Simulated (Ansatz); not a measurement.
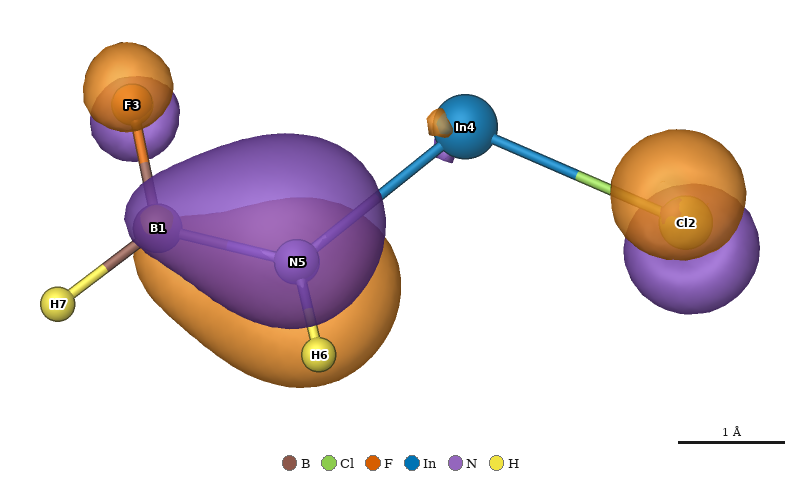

The picture shows: BClFH2InN (SMILES FB[NH][In][Cl]) (doublet). The HOMO (β) at ±0.15 Å⁻³ᐟ² (orange and purple are the two phases), seen at a tilt.

Geometry: PBE0-D3(BJ)/def2-SVP; core potentials replace the inner electrons of In.

These are results of isolated molecule in a Gaussian basis; Kohn-Sham density functional theory, functional PBE0 in Ansatz, not measurements.

Input file:

```
crystal:
  periodic: [false, false, false]
  atoms:
    - symbol: B
      position_ang: [-1.707867, 2.500324, -0.532754]
    - symbol: Cl
      position_ang: [0.597081, -1.022612, 2.223555]
    - symbol: F
      position_ang: [-0.750499, 2.874740, -1.401142]
    - symbol: In
      position_ang: [0.480812, 0.610621, 0.487633]
    - symbol: "N"
      position_ang: [-1.403506, 1.512672, 0.402367]
    - symbol: H
      position_ang: [-2.108854, 1.212528, 1.068893]
    - symbol: H
      position_ang: [-2.788110, 3.042550, -0.608649]
basis:
  gaussian:
    orbitals: def2-TZVPD
magnetization:
  spin_polarized: true
  initial_magnetization: 1
hamiltonian:
  xc: pbe0
output: {forces: true, orbitals: {seedname: orbitals}}
```

Launched as:

```sh
ansatz run input.yaml --threads 2 --pin off --max-ram 4350MiB --events-out events.jsonl --progress --plain --runs-dir runs
```

Question: Describe this orbital and give its energy.

Answer: By Hirshfeld shares it lies mainly on N5 (about 55 %), Cl2 (about 15 %), B1 (about 15 %) and In4 (about 5 %); it changes sign across the molecular plane (π type). Its energy is −8.54 eV.
